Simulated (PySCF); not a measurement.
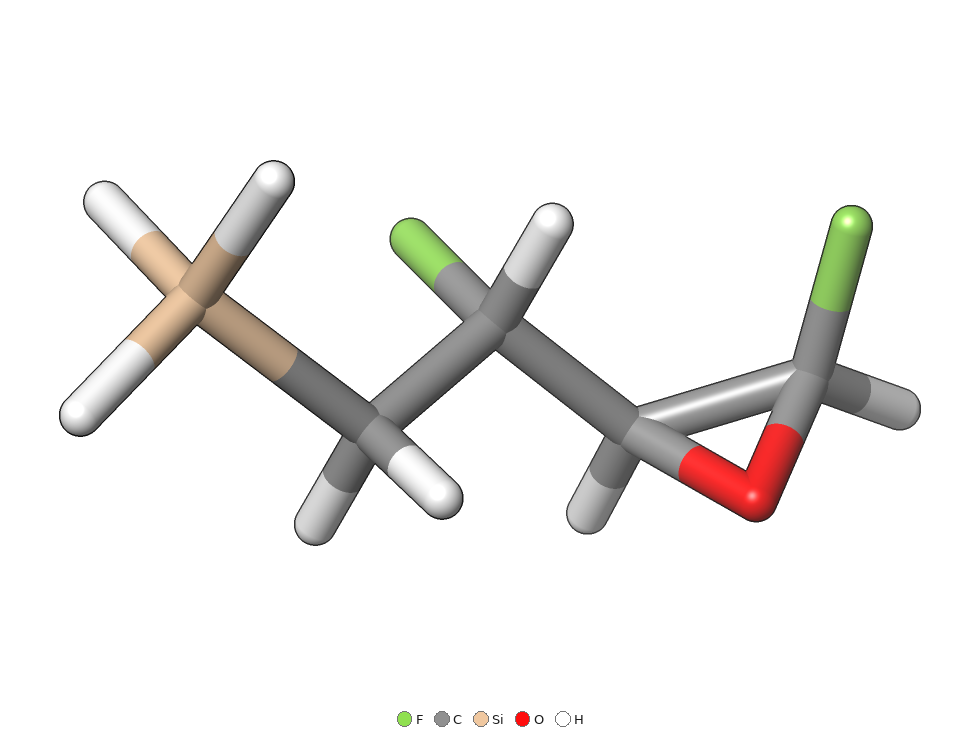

Rendered structure (stick style). Every bond is drawn as one stick, whatever its order.

Computed geometry: GFN2-xTB optimisation. No frequency run is at hand to confirm it as a minimum.

Question: Count the atoms of each element.

Answer: C4H8F2OSi, 16 atoms: 4 carbon, 8 hydrogen, 2 fluorine, 1 oxygen and 1 silicon.

Question: Describe its rings.

Answer: Independent rings (smallest set): 1 of 3 members.

Question: Write the SMILES.

Answer: F[C@@H](C[SiH3])[C@@H]1O[C@@H]1F

Question: How many bonds of each kind are drawn?

Answer: 5 C–H, 3 C–C, 3 Si–H, 2 C–F, 2 C–O, 1 C–Si.

More results for the same structure follow; atom numbers are the same in all pictures, views and colours differ.

**Shape**

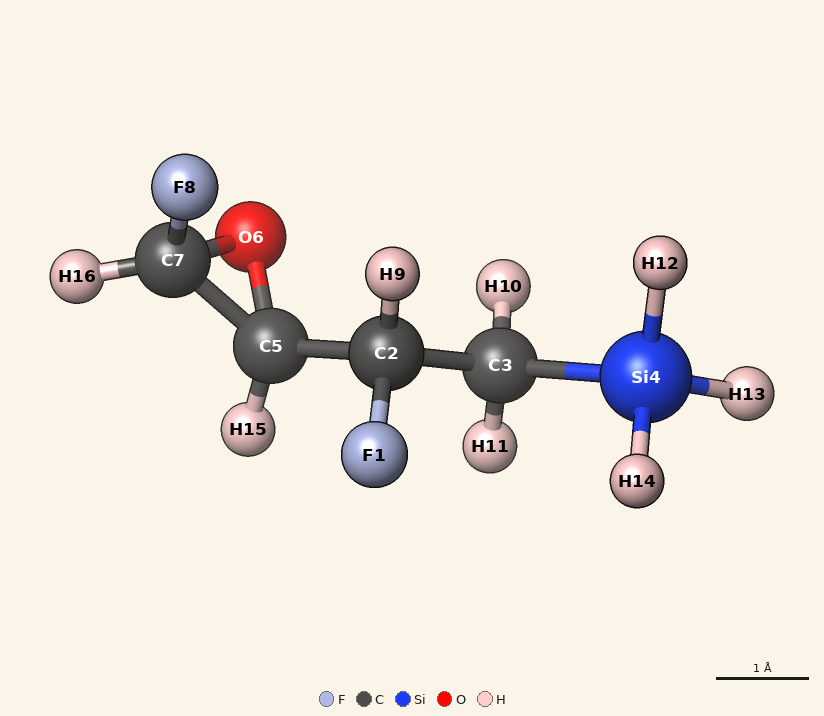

Atoms carry their numbers in the input. No frequency run is at hand to confirm it as a minimum.

List the bonds and their lengths.

```csv
bond,length (Å),order
F1–C2,1.384,single
C2–C3,1.517,single
C2–C5,1.517,single
C2–H9,1.096,single
C3–Si4,1.909,single
C3–H10,1.090,single
C3–H11,1.091,single
Si4–H12,1.464,single
Si4–H13,1.463,single
Si4–H14,1.459,single
C5–O6,1.408,single
C5–C7,1.464,single
C5–H15,1.088,single
O6–C7,1.367,single
C7–F8,1.352,single
C7–H16,1.085,single
```

**NMR shielding**

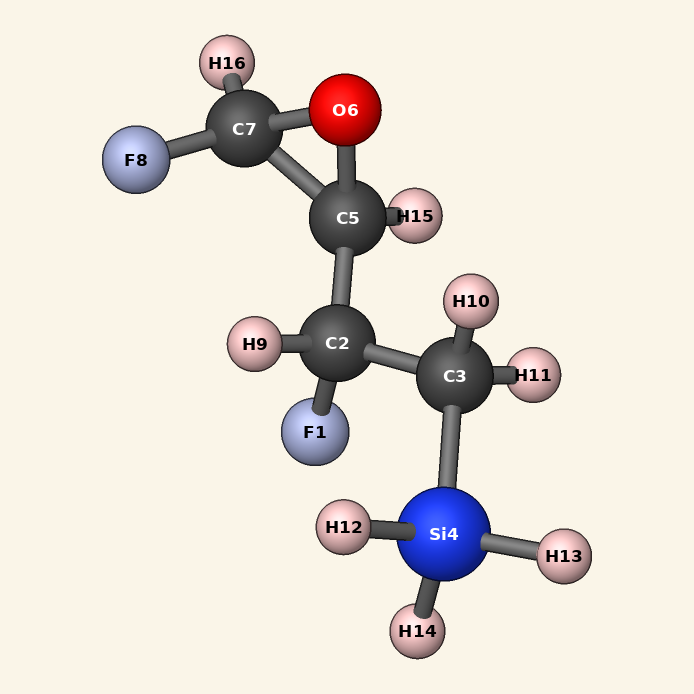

No frequency run is at hand to confirm it as a minimum. Level of theory: GIAO PBE0/pcSseg-1 NMR shielding, non-relativistic, gas phase (PySCF 2.14.0). Principal shieldings σ11 ≤ σ22 ≤ σ33, span Ω = σ33 − σ11, skew κ = 3(σiso − σ22)/Ω.

Question: Which C atom has the most anisotropic shielding?

Answer: C7, with a span of 111 ppm.

Give the shielding tensors of the C atoms.

| atom | σ11 | σ22 | σ33 | σiso | Ω | κ |
| --- | --- | --- | --- | --- | --- | --- |
| C2 | 59.0 | 81.0 | 147.4 | 95.8 | 88.4 | 0.50 |
| C3 | 154.1 | 167.0 | 189.8 | 170.3 | 35.7 | 0.28 |
| C5 | 85.0 | 123.1 | 180.8 | 129.6 | 95.7 | 0.20 |
| C7 | 47.6 | 83.7 | 158.5 | 96.6 | 111.0 | 0.35 |

Shieldings and span in ppm.

**Ring current**

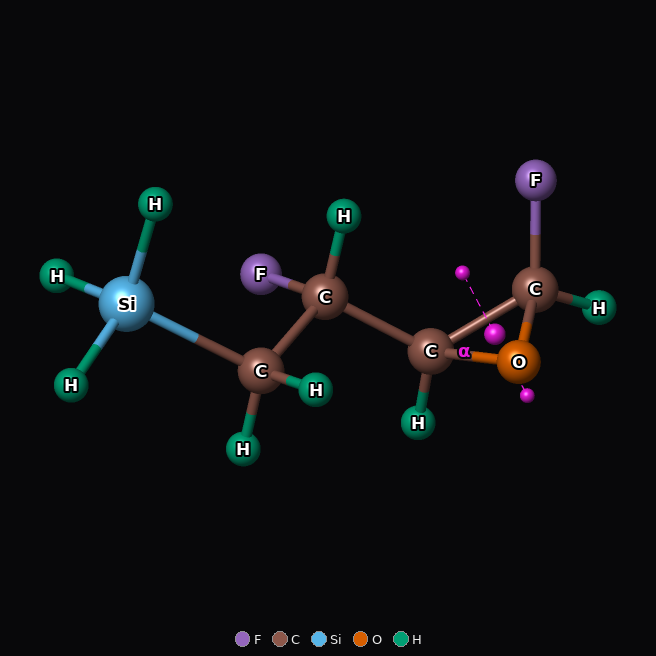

The small points mark where nucleus-independent chemical shifts (NICS) were computed: at the centre of each lettered ring and 1 Å above and below it. No frequency run is at hand to confirm it as a minimum. Properties computed with GIAO PBE0/pcSseg-1 NMR shielding, non-relativistic, gas phase (PySCF 2.14.0).

Give NICS(0), NICS(1) and the out-of-plane component NICS(1)zz for each ring (means of the two sides).

```csv
ring,members,NICS(0),NICS(1),NICS(1)zz
α,C2O,−42.5,−6.3,−17.6
```

Values in ppm.

**Electronic properties**

No frequency run is at hand to confirm it as a minimum. Method: PBE0/def2-SVPD, gas phase (PySCF 2.14.0). Excitations: vertical, linear response.

Question: Estimate the HOMO energy (Kohn–Sham orbital).

Answer: −8.72 eV.

Question: Estimate the HOMO–LUMO gap.

Answer: 9.17 eV.

Question: Estimate the lowest vertical singlet excitation.

Answer: 8.10 eV.

Question: Estimate the brightest of the 8 lowest singlets.

Answer: 8.69 eV.

The geometry is semi-empirical. Around Si such bond lengths and angles can be off by a tenth of an ångström or more and by several degrees, and values that hang on the shape move with them.
